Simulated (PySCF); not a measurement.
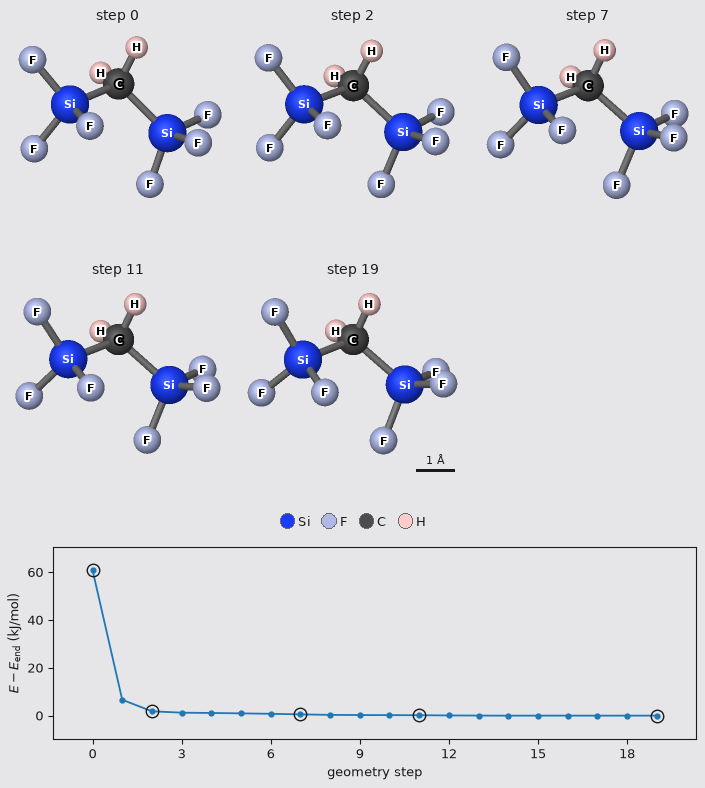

Frames of a relaxation of CH2F6Si2, marked on the history of the run. A ball-and-stick model, seen at a tilt.

The start comes from GFN2-xTB. Its atoms were then displaced at random by about 0.03 Å.

All numbers below come from PBE0-D3(BJ)/def2-SVP geometry optimisation, gas phase in PySCF 2.14.0, density-fitted response routines. 

Describe the path.

Answer. After 19 geometry steps the energy has fallen by 60.9 kJ/mol. An F atom moves most after the best rigid fit: 0.44 Å. By element the largest moves are F 0.44 Å, Si 0.16 Å, H 0.11 Å, C 0.04 Å. Near-neighbour distances that change, for instance: F–Si 1.478 → 1.601 Å, F–Si 1.556 → 1.601 Å, C–Si 1.882 → 1.838 Å, C–H 1.135 → 1.103 Å. Among the angles between lasting bonds that change: F–Si–C 118.2° → 110.8°, F–Si–F 102.7° → 108.3°, H–C–H 102.1° → 107.1°. From step 0 to 2: an F atom moves most (0.11 Å), energy −59.1 kJ/mol. From step 2 to 7: an F atom moves most (0.16 Å), energy −1.29 kJ/mol. From step 7 to 11: an F atom moves most (0.12 Å), energy −0.35 kJ/mol. From step 11 to 19: an F atom moves most (0.15 Å), energy −0.17 kJ/mol.

| step | E − E(0), kJ/mol |
| --- | --- |
| 0 | 0.00 |
| 1 | -54.25 |
| 2 | -59.07 |
| 3 | -59.65 |
| 4 | -59.77 |
| 5 | -59.94 |
| 6 | -60.12 |
| 7 | -60.36 |
| 8 | -60.56 |
| 9 | -60.64 |
| 10 | -60.67 |
| 11 | -60.72 |
| 12 | -60.80 |
| 13 | -60.86 |
| 14 | -60.90 |
| 15 | -60.88 |
| 16 | -60.88 |
| 17 | -60.89 |
| 18 | -60.89 |
| 19 | -60.89 |
